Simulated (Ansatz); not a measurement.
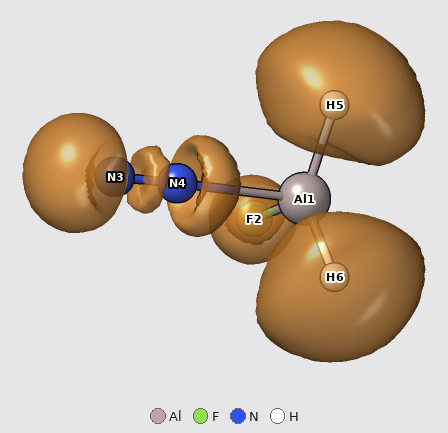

*AlFH₂N₂ (SMILES N#[N+][AlH2-][F]). Isosurface of the electron localisation function at 0.8 (orange), seen at a tilt. Core shells and regions of very low density are left out.*

Geometry: B3LYP-D3(BJ)/def2-SVP.

Computed with isolated molecule in a Gaussian basis; Kohn-Sham density functional theory, functional PBE0 (Ansatz 0.2.0).

```yaml
atoms:
  - { symbol: Al, position_ang: [-2.9607, -0.2562, 1.1424] }
  - { symbol: F, position_ang: [-4.5828, -0.3437, 0.7234] }
  - { symbol: N, position_ang: [-2.3726, -3.1512, -0.5581] }
  - { symbol: N, position_ang: [-2.5168, -2.2164, 0.0012] }
  - { symbol: H, position_ang: [-2.5573, -0.8178, 2.5613] }
  - { symbol: H, position_ang: [-2.0370, 0.6514, 0.2399] }
```

Where are the electrons localised?

Answer. At this value the surface marks out one region between bonded N–N atoms (shared pairs), two regions around hydrogen nuclei, one lobe of the valence shell of N pointing towards Al, one lobe on N, pointing away from the bonds (lone pairs) and one region wrapped around F (its valence shell). Profiles from the grid: N–N (1.10 Å): the ELF peaks at about 0.85 between the atoms: a short, multiple covalent bond. Al–F (1.68 Å): the ELF peaks at about 0.85 in the valence shell of F, 0.6 Å from its nucleus, and is about 0.25 at the midpoint.
